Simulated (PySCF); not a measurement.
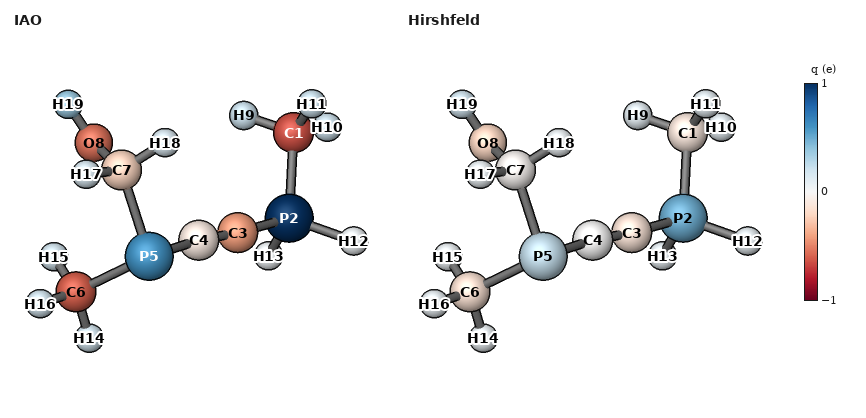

Atomic charges of one calculation by 2 schemes, on one colour scale. State: charge +1, singlet. The computed structure is the end point of a PBE0-D3(BJ)/def2-SVP optimisation. No frequency run is at hand to confirm it as a minimum. Method: PBE0/pcSseg-1 (PySCF 2.14.0).

> Which scheme gives the most polar picture (largest mean size of the charges)?

The IAO charges are the largest in size here.

> On which atom do the schemes disagree most?

On C1 (from −0.63 to −0.11 e).

List the charges (e), one line for each set of equivalent atoms.

| atom | IAO | Hirshfeld |
| --- | --- | --- |
| C1 | −0.63 | −0.11 |
| P2 | 0.99 | 0.49 |
| C3 | −0.42 | −0.13 |
| C4 | −0.09 | 0.00 |
| P5 | 0.61 | 0.24 |
| C6 | −0.60 | −0.14 |
| C7 | −0.22 | −0.02 |
| O8 | −0.54 | −0.21 |
| H9 | 0.21 | 0.09 |
| H10 | 0.20 | 0.09 |
| H11 | 0.21 | 0.09 |
| H12 | 0.04 | 0.07 |
| H13 | 0.05 | 0.07 |
| H14 | 0.18 | 0.06 |
| H15 | 0.17 | 0.05 |
| H16 | 0.18 | 0.07 |
| H17 | 0.15 | 0.06 |
| H18 | 0.15 | 0.05 |
| H19 | 0.37 | 0.19 |
